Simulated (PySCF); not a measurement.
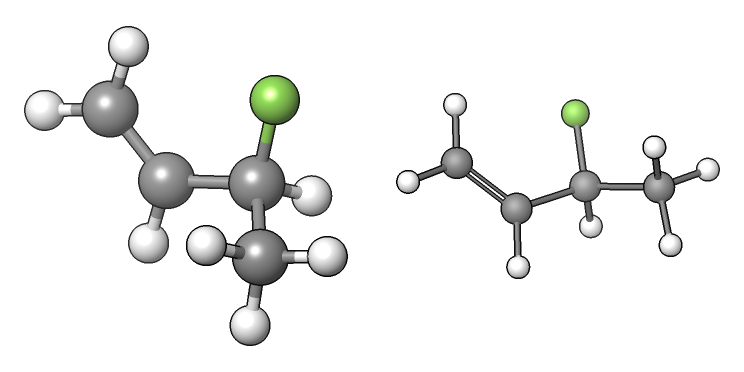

The same structure drawn twice, from different directions. Colours: carbon grey, fluorine green, hydrogen white.

The computed structure is the end point of a PBE0-D3(BJ)/def2-SVP optimisation. No frequency run is at hand to confirm it as a minimum.

Which formula does it have?

Answer. C₄H₇F, 12 atoms: 4 carbon, 7 hydrogen and 1 fluorine.

Write the SMILES.

Answer. C=C[C@H](C)F

Name functional groups in it.

Answer. Among them: alkene, C–F bond.

More results for the same structure follow; atom numbers are the same in all pictures, views and colours differ.

### Geometry

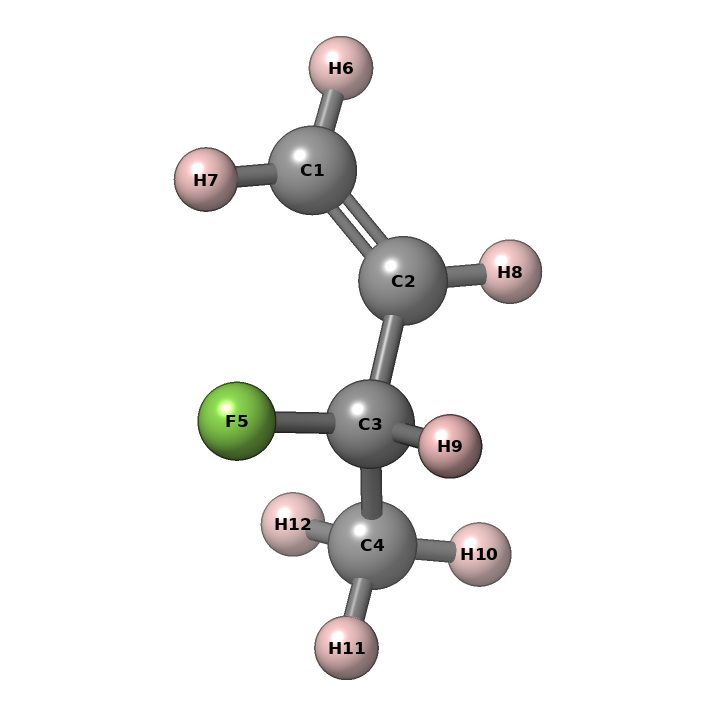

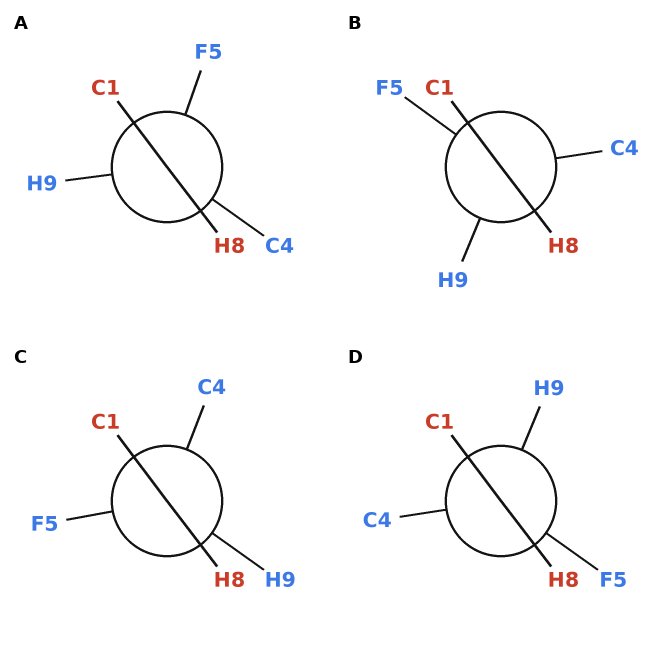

Depth is shown by fading: the farther an atom, the more it takes the colour of the background. Bonds that would overlap in a projection are set slightly apart. No frequency run is at hand to confirm it as a minimum.

Which Newman projection shows the view along C2–C3, with C2 in front?

Answer. B. The torsion angle C1–C2–C3–F5 is −4°, synperiplanar (eclipsed).

### NMR shielding

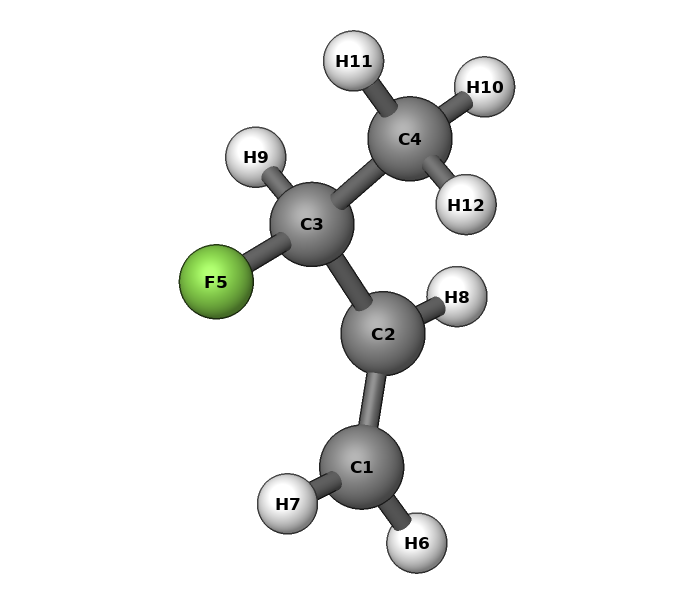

No frequency run is at hand to confirm it as a minimum. Properties computed with GIAO PBE0/def2-SVP NMR shielding, non-relativistic, gas phase (PySCF 2.14.0). Principal shieldings σ11 ≤ σ22 ≤ σ33, span Ω = σ33 − σ11, skew κ = 3(σiso − σ22)/Ω.

Give the shielding tensors of the F atoms.

```
atom    σ11    σ22    σ33   σiso     Ω     κ
  F5  381.7  397.7  434.3  404.6  52.6  0.39
```

Shieldings and span in ppm.

### Electronic properties

No frequency run is at hand to confirm it as a minimum. Properties computed with PBE0/6-31G*, gas phase (PySCF 2.14.0).

Give the HOMO energy (Kohn–Sham orbital) at this level.

Answer. −7.32 eV.

Give the dipole moment at this level.

Answer. 1.58 D.

Give the HOMO–LUMO gap at this level.

Answer. 7.99 eV.

### Charges

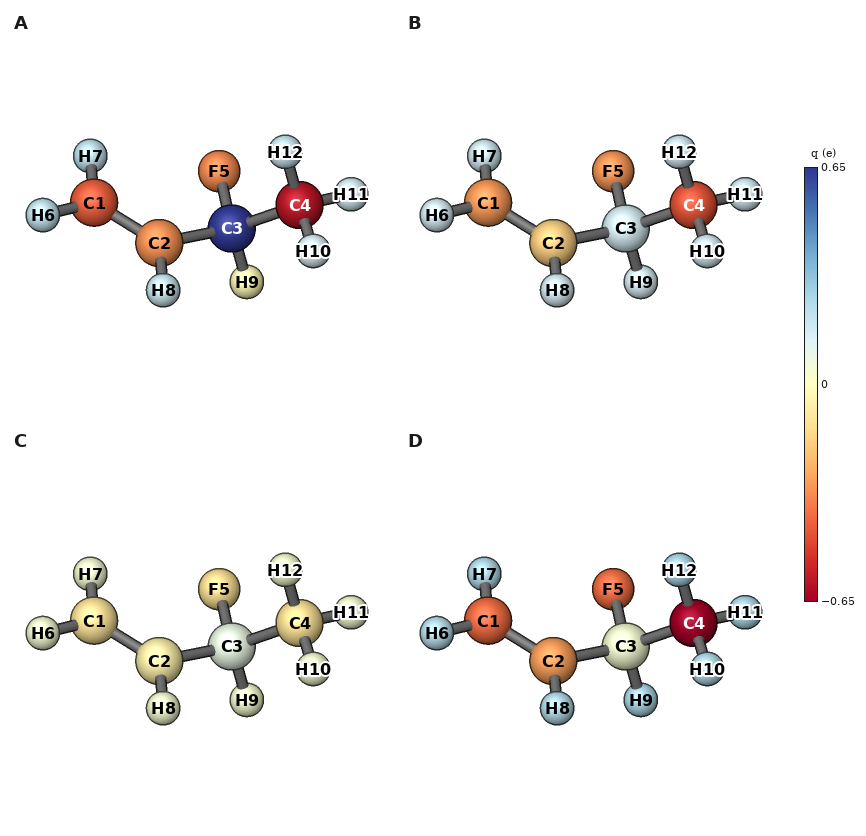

Atomic charges of one calculation by 4 schemes, on one colour scale. No frequency run is at hand to confirm it as a minimum. Computed with PBE0/pcSseg-0 (PySCF 2.14.0).

The schemes are ESP-fitted, Hirshfeld, IAO, Mulliken. Which panel shows which?

Answer. A ESP-fitted, B IAO, C Hirshfeld, D Mulliken.

List the charges (e), one line for each set of equivalent atoms.

```json
{"atom": "C1", "ESP-fitted": "−0.41", "IAO": "−0.30", "Hirshfeld": "−0.10", "Mulliken": "−0.39"}
{"atom": "C2", "ESP-fitted": "−0.31", "IAO": "−0.17", "Hirshfeld": "−0.05", "Mulliken": "−0.29"}
{"atom": "C3", "ESP-fitted": "0.64", "IAO": "0.14", "Hirshfeld": "0.08", "Mulliken": "0.04"}
{"atom": "C4", "ESP-fitted": "−0.59", "IAO": "−0.44", "Hirshfeld": "−0.11", "Mulliken": "−0.65"}
{"atom": "F5", "ESP-fitted": "−0.33", "IAO": "−0.30", "Hirshfeld": "−0.12", "Mulliken": "−0.39"}
{"atom": "H6", "ESP-fitted": "0.19", "IAO": "0.15", "Hirshfeld": "0.05", "Mulliken": "0.22"}
{"atom": "H7", "ESP-fitted": "0.20", "IAO": "0.16", "Hirshfeld": "0.04", "Mulliken": "0.23"}
{"atom": "H8", "ESP-fitted": "0.17", "IAO": "0.15", "Hirshfeld": "0.04", "Mulliken": "0.23"}
{"atom": "H9", "ESP-fitted": "−0.02", "IAO": "0.15", "Hirshfeld": "0.04", "Mulliken": "0.25"}
{"atom": "H10", "ESP-fitted": "0.14", "IAO": "0.15", "Hirshfeld": "0.04", "Mulliken": "0.23"}
{"atom": "H11", "ESP-fitted": "0.15", "IAO": "0.16", "Hirshfeld": "0.04", "Mulliken": "0.25"}
{"atom": "H12", "ESP-fitted": "0.18", "IAO": "0.16", "Hirshfeld": "0.04", "Mulliken": "0.25"}
```

### Bond orders

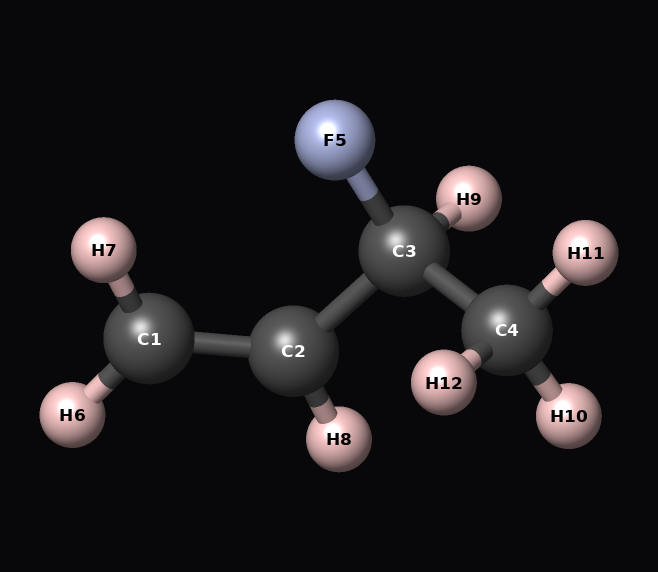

Every bond is drawn as one stick. No frequency run is at hand to confirm it as a minimum. Method: PBE0/def2-TZVP (PySCF 2.14.0).

Which bond has the highest Mayer bond order?

Answer. C1–C2, 2.00, at a length of 1.331 Å.

List the Mayer bond orders of C1–C2, C1–H6, C1–H7, C2–C3, C2–H8, C3–C4, C3–F5, C3–H9, C4–H10, C4–H11, C4–H12.

| bond | Mayer order | length (Å) |
| --- | --- | --- |
| C1–C2 | 2.00 | 1.331 |
| C1–H6 | 0.95 | 1.093 |
| C1–H7 | 0.94 | 1.093 |
| C2–C3 | 0.99 | 1.497 |
| C2–H8 | 0.93 | 1.097 |
| C3–C4 | 1.00 | 1.516 |
| C3–F5 | 1.02 | 1.379 |
| C3–H9 | 0.96 | 1.108 |
| C4–H10 | 0.96 | 1.100 |
| C4–H11 | 0.96 | 1.099 |
| C4–H12 | 0.96 | 1.100 |

Mulliken values depend strongly on the basis set and can even reverse the polarity of a bond.
